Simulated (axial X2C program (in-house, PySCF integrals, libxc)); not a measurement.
# HfIn: properties at the nuclei

Wanted for HfIn: properties at the nuclei, at the two-component level.

Computed with an in-house X2C program for linear molecules on PySCF integrals. Level: two-component X2C with atomic mean-field terms, Hf dyall-cv3z, In dyall-cv3z.

All values are calculated.

### 1 The job

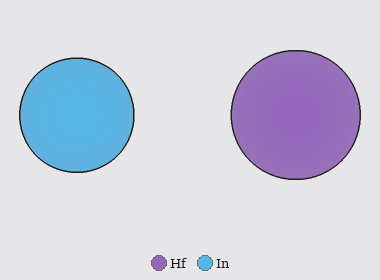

The two atoms at 2.940 Å (hafnium purple, indium blue).

The input, task.json:

```json
{
 "zs": [
  72,
  49
 ],
 "q": 0,
 "bas": [
  "dyall-cv3z",
  "dyall-cv3z"
 ],
 "r0": 2.94,
 "levels": [
  "PBE0",
  "HF",
  "PBE50",
  "LDA",
  "BHandHLYP"
 ],
 "nst": 2
}
```

Keys: zs atomic numbers; q charge; bas basis sets; r0 starting distance in Å; levels methods (HF also brings MP2); nst determinants followed.

On the command line:

```sh
$ python soeom.py task.json out
```

After this run come: Expectation values, lowest determinant; Expectation values, a higher determinant.

Before running it: what results should come out? Wanted: lowest determinant; Eeff magnitude; Ws magnitude Hf; A∥/gI Hf; qzz Hf; higher determinant (for each run or level that gives them).

As calculated:

```
                                        quantity                                    value
                              lowest determinant  Ω = 3/2 (excess of +ω over −ω: ω = 3/2)
                    Eeff magnitude (GV/cm), PBE0                                     15.6
                     Ws magnitude Hf (kHz), PBE0                                     9.71
                            A∥/gI Hf (MHz), PBE0                                      -93
                             qzz Hf (a.u.), PBE0                                    -5.15
                              higher determinant  Ω = 1/2 (excess of +ω over −ω: ω = 1/2)
Eeff magnitude (GV/cm), PBE0, higher determinant                                     4.61
 Ws magnitude Hf (kHz), PBE0, higher determinant                                       15
        A∥/gI Hf (MHz), PBE0, higher determinant                                     1050
         qzz Hf (a.u.), PBE0, higher determinant                                     0.83
```

In the first state, the effective field runs from 1.81 to 89.4 GV/cm over the mean-field levels, so the levels don't agree on it. The expectation values come from single determinants, which for open shells can mix terms of unlike spin or miss the lowest Ω, so a determinant need not be a state. Eeff is the effective electric field on the electron dipole moment in this Ω state and Ws the scalar–pseudoscalar constant (defined with the proton number Z and per Ω); A∥ is the parallel hyperfine constant, which follows by multiplying with the nuclear g factor gI = μI/(I μN); qzz is the electric field gradient, eQq0 = 234.96 MHz × Q/barn × qzz; μ is positive if In is the positive end. The operators were transformed with the bare-nucleus X2C matrices.
